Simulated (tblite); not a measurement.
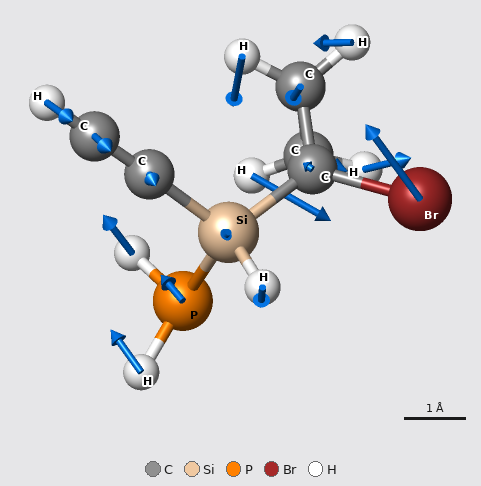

A relaxation of C5H8BrPSi. The starting structure is drawn; blue arrows show the displacements, at their true length. The two geometries are superimposed by the best rigid fit.

The picture is a ball-and-stick view, seen at a tilt.

The calculation used tblite, GFN2-xTB geometry optimisation, gas phase. 

Describe the change and its energy.

After 162 geometry steps the energy has fallen by 98.5 kJ/mol. The largest move after the best rigid fit is that of the Br atom, 1.76 Å. Largest moves by element: Br 1.76 Å, H 1.57 Å, C 0.72 Å, P 0.68 Å, Si 0.23 Å. Among the contacts that change: H–P 1.455 → 1.380 Å, P–Si 2.195 → 2.249 Å, C–H 1.131 → 1.080 Å, C–Si 1.803 → 1.852 Å. Bond angles that change, for instance: H–P–H 111.8° → 92.3°, Si–P–H 112.7° → 95.4°, Si–P–H 108.8° → 93.9°. Groups turn about C–Si by about 60°.
